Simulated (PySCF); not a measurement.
C7H13NSi (SMILES C=CCN([SiH3])CC1=CC1)

```xyz
22

C    -2.1556   -0.4739    1.2024
C    -1.4950    0.5726    0.7440
C    -1.3379    0.8707   -0.7201
N    -0.1281    0.3083   -1.2878
Si   -0.0948   -1.3303   -1.8194
C     1.0880    0.9532   -0.8459
C     1.5208    0.5666    0.5081
C     2.0022    0.8224    1.6883
C     1.6906   -0.6210    1.4137
H    -2.2277   -0.6918    2.2549
H    -2.6573   -1.1580    0.5368
H    -0.9884    1.2444    1.4238
H    -2.1821    0.4505   -1.2706
H    -1.3234    1.9570   -0.8782
H    -1.3362   -1.4924   -2.5769
H     1.0929   -1.4106   -2.6709
H    -0.0193   -2.3653   -0.7790
H     0.9566    2.0430   -0.8925
H     1.8846    0.6742   -1.5462
H     2.3841    1.4990    2.4121
H     2.5002   -1.3226    1.2378
H     0.8151   -1.0767    1.8651
```

Geometry: GFN2-xTB.

Method: PBE0/pcSseg-1, SCF density, gas phase, non-relativistic (PySCF).

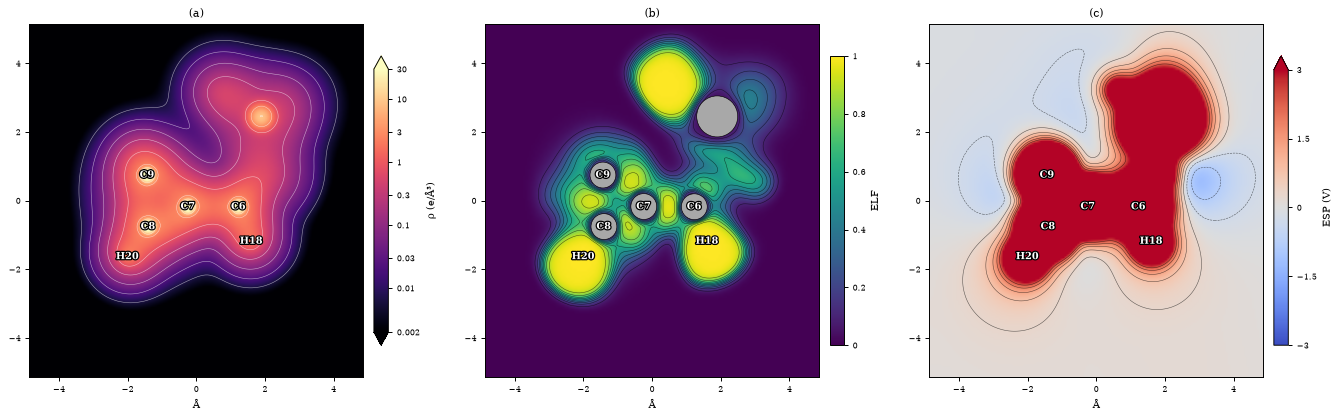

Figure 1. (a) electron density; (b) ELF; (c) electrostatic potential on the plane of atoms C9, C8 and H20. Grey discs cover the atomic cores in the ELF map.

### What do the fields say about this system?

- The plane passes through C and H nuclei.
- C–C (1.30 Å): ρ is about 2.3 e/Å³ halfway; the ELF peaks at about 0.85 between the atoms; a multiple bond.
- C–H (1.06 Å): ρ is about 2.1 e/Å³ halfway; the ELF climbs to about 1 towards the hydrogen, as it does in any bond to H; a covalent bond by its length.
- C–C (1.47 Å): ρ is about 1.8 e/Å³ halfway; the ELF peaks at about 0.95 between the atoms; a shared electron pair.
- Outside the dense part of the molecule the potential is most negative (−1.2 V) near N4, which lies off the plane.

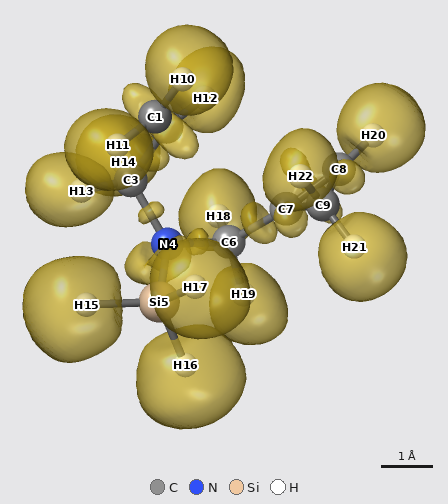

Figure 2. Isosurface of the ELF at 0.85 (yellow), seen at a tilt. Core shells and regions of very low density are left out.

### What do the ELF domains correspond to?

The surface consists of six regions between bonded C–C atoms (shared pairs), two regions between bonded C–N atoms (shared pairs), 13 regions around hydrogen nuclei and one region wrapped around N (its valence shell).


 C–N (1.45 Å): the ELF peaks at about 0.90 between the atoms; a shared electron pair.

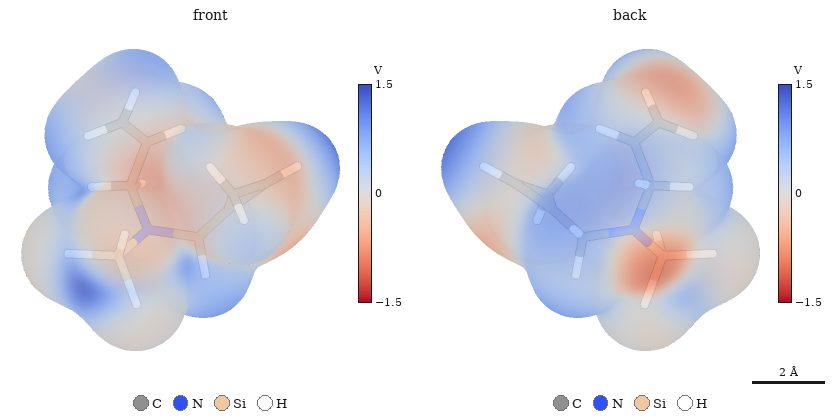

Figure 3. The electrostatic potential painted on the density surface at 0.002 e/bohr³, seen from the front and from behind; the colour scale runs from red (negative) to blue (positive).

### Where is the surface potential most negative and most positive?

The most negative region (about −0.9 V, or −21 kcal/mol for a unit charge) lies over N4, the most positive (about +1.1 V, or +25 kcal/mol for a unit charge) over Si5 and H20.

### What dipole moment does the calculation give?

Its dipole moment is 0.94 D.
